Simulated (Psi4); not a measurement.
# CF4 (tetrafluoromethane): B2PLYP/aug-cc-pVDZ (density fitting for correlation)

What is the energy change on altering one bond length of CF4 (tetrafluoromethane) at B2PLYP/aug-cc-pVDZ (density fitting for correlation)? 

The results are computed with Psi4 1.11.

4 further runs of the same task are left out: 1 that didn't finish, 3 set aside as unsound or not needed.

## 1. The structure to begin with

CF4: 5 atoms, total charge 0, spin state singlet. SMILES: `FC(F)(F)F`. The shape is that of a PBE0-D4/def2-TZVP optimisation.

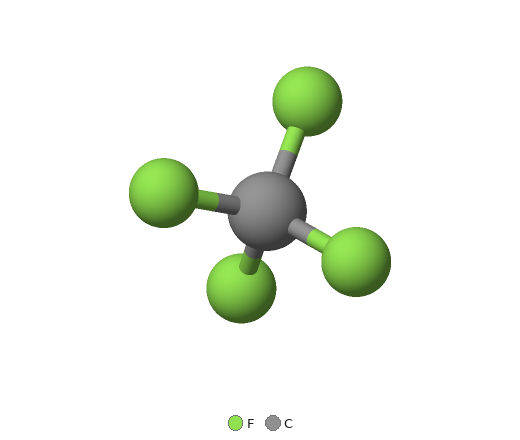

The structure, seen from a chosen angle (fluorine green, carbon grey).

## 2. The energy at B2PLYP/aug-cc-pVDZ (density fitting for correlation)

File job.inp:

```
memory 1600 mb

molecule {
  0 1
  F     -0.850100     0.025300     0.989500
  C      0.010000    -0.014700    -0.008300
  F      1.157500    -0.501300     0.420100
  F     -0.464000    -0.786000    -0.966200
  F      0.196600     1.203000    -0.476700
  symmetry c1
  no_reorient
  no_com
}

set globals {
  basis                aug-cc-pVDZ
  puream               true
  e_convergence        1e-09
  d_convergence        1e-08
  scf_type             pk
  dft_radial_points    99
  dft_spherical_points 590
  num_frozen_docc      5
}

E, wfn = energy('b2plyp', return_wfn=True)
print_variables()
```

Launch:

```
$ psi4 -i job.inp -o job.out -n 1
```

job.out:

```text
[...]
  Running in c1 symmetry.
[...]
  Nuclear repulsion =  206.220055212762873
[...]
  Multiplicity = 1
[...]
  Nalpha       = 21
  Nbeta        = 21
[...]
    Number of basis functions: 115
[...]
   @RKS iter   1:  -436.83633164159460   -1.74790e-01   5.04543e-03 ADIIS/DIIS
[...]
   @RKS iter   9:  -436.94543756319905   -9.77707e-12   5.15564e-09 DIIS
[...]
    Orbital Energies [Eh]
    ---------------------
    Doubly Occupied:
       1A    -25.455139     2A    -25.455133     3A    -25.455118
       4A    -25.455098     5A    -10.994991     6A     -1.573591
       7A     -1.452164     8A     -1.452144     9A     -1.452120
      10A     -0.863963    11A     -0.758914    12A     -0.758906
      13A     -0.758899    14A     -0.625005    15A     -0.625000
      16A     -0.587665    17A     -0.587657    18A     -0.587650
      19A     -0.549070    20A     -0.549060    21A     -0.549055
[...]
  @RKS Final Energy:  -436.94543756319905
   => Energetics <=
    Nuclear Repulsion Energy =            206.2200552127628725
    One-Electron Energy =               -1016.9783309959967710
    Two-Electron Energy =                 396.4386166803438982
    DFT Exchange-Correlation Energy =     -22.6257784603090286
    Empirical Dispersion Energy =           0.0000000000000000
    VV10 Nonlocal Energy =                  0.0000000000000000
    Total Energy =                       -436.9454375631990501
[...]
 Multipole Moments:
 ------------------------------------------------------------------------------------
     Multipole            Electronic (a.u.)      Nuclear  (a.u.)        Total (a.u.)
 ------------------------------------------------------------------------------------
 L = 1.  Multiply by 2.5417464519 to convert [e a0] to [Debye]
 Dipole X            :         -0.7936931            0.7936850           -0.0000081
 Dipole Y            :          1.1702849           -1.1701184            0.0001665
 Dipole Z            :          0.6605684           -0.6604593            0.0001091
 Magnitude           :                                                    0.0001992
[...]
```

It took 15 s on 1 thread of Intel Xeon 6975P-C (Granite Rapids), shared host; peak memory 0.67 GiB.

## 3. The distorted shape

File cf4.xyz:

```xyz
5
CF4
F     -0.707905     0.256682     1.276860
C      0.152195     0.216682     0.279060
F      1.299695    -0.269918     0.707460
F     -0.464000    -0.786000    -0.966200
F      0.338795     1.434382    -0.189340
```

File run.py:

```python
import numpy as np
from ase.calculators.psi4 import Psi4
from ase.io import read

atoms = read('cf4.xyz')
calc = Psi4(atoms=atoms, method='b2plyp', basis='aug-cc-pVDZ', memory='1600MB', num_threads=1, charge=0, multiplicity=1, label='psi4-calc')
calc.psi4.set_options({'puream': True, 'e_convergence': 1e-09, 'd_convergence': 1e-08, 'scf_type': 'pk', 'dft_radial_points': 99, 'dft_spherical_points': 590, 'num_frozen_docc': 5})
atoms.calc = calc

print(f'energy: {atoms.get_potential_energy():.6f} eV')
```

Launch:

```
$ python run.py
```

psi4-calc.dat:

```text
[...]
  Running in c1 symmetry.
[...]
  Nuclear repulsion =  193.204252064749426
[...]
  Multiplicity = 1
[...]
  Nalpha       = 21
  Nbeta        = 21
[...]
    Number of basis functions: 115
[...]
   @RKS iter   1:  -436.72658261038231   -4.94233e-01   5.60713e-03 DIIS/ADIIS
[...]
   @RKS iter  11:  -436.88133897723475   -7.95808e-13   4.60931e-09 DIIS
[...]
    Orbital Energies [Eh]
    ---------------------
    Doubly Occupied:
       1A    -25.489955     2A    -25.489948     3A    -25.489930
       4A    -25.399751     5A    -11.027674     6A     -1.573911
       7A     -1.477549     8A     -1.477529     9A     -1.327009
      10A     -0.877990    11A     -0.766795    12A     -0.766786
      13A     -0.729285    14A     -0.634581    15A     -0.634574
      16A     -0.597707    17A     -0.597696    18A     -0.576154
      19A     -0.529237    20A     -0.508955    21A     -0.508955
[...]
  @RKS Final Energy:  -436.88133897723475
   => Energetics <=
    Nuclear Repulsion Energy =            193.2042520647494257
    One-Electron Energy =                -991.0055485529508132
    Two-Electron Energy =                 383.4596967170996891
    DFT Exchange-Correlation Energy =     -22.5397392061330706
    Empirical Dispersion Energy =           0.0000000000000000
    VV10 Nonlocal Energy =                  0.0000000000000000
    Total Energy =                       -436.8813389772347477
[...]
 Multipole Moments:
 ------------------------------------------------------------------------------------
     Multipole            Electronic (a.u.)      Nuclear  (a.u.)        Total (a.u.)
 ------------------------------------------------------------------------------------
 L = 1.  Multiply by 2.5417464519 to convert [e a0] to [Debye]
 Dipole X            :          0.2243904            0.0182932            0.2426836
 Dipole Y            :          0.3652650            0.0297927            0.3950577
 Dipole Z            :          0.4535718            0.0369813            0.4905531
 Magnitude           :                                                    0.6749876
[...]
```

The script printed:

```text
energy: -11896.747942 eV
```

Run time: 15 s. Hardware: 1 thread of Intel Xeon 6975P-C (Granite Rapids), shared host; peak memory 0.69 GiB.

## 4. Results

Level: B2PLYP/aug-cc-pVDZ (density fitting for correlation), 5 core orbitals frozen.

```
                                                         quantity          value
                                        first shape: total energy  -437.24840 Eh
                   first shape: HOMO energy (SCF part's orbitals)      -14.94 eV
                   first shape: LUMO energy (SCF part's orbitals)        1.05 eV
                 first shape: HOMO–LUMO gap (SCF part's orbitals)       16.00 eV
                                    distorted shape: total energy  -437.19743 Eh
               distorted shape: HOMO energy (SCF part's orbitals)      -13.85 eV
               distorted shape: LUMO energy (SCF part's orbitals)       -0.36 eV
             distorted shape: HOMO–LUMO gap (SCF part's orbitals)       13.49 eV
energy change with the C2–F4 bond stretched from 1.318 to 1.713 Å       1.387 eV
```

What this shows: With the C2–F4 bond stretched from 1.318 to 1.713 Å the energy rises by 1.39 eV (32 kcal/mol). The first shape isn't relaxed at this level, so the change isn't measured from a minimum.
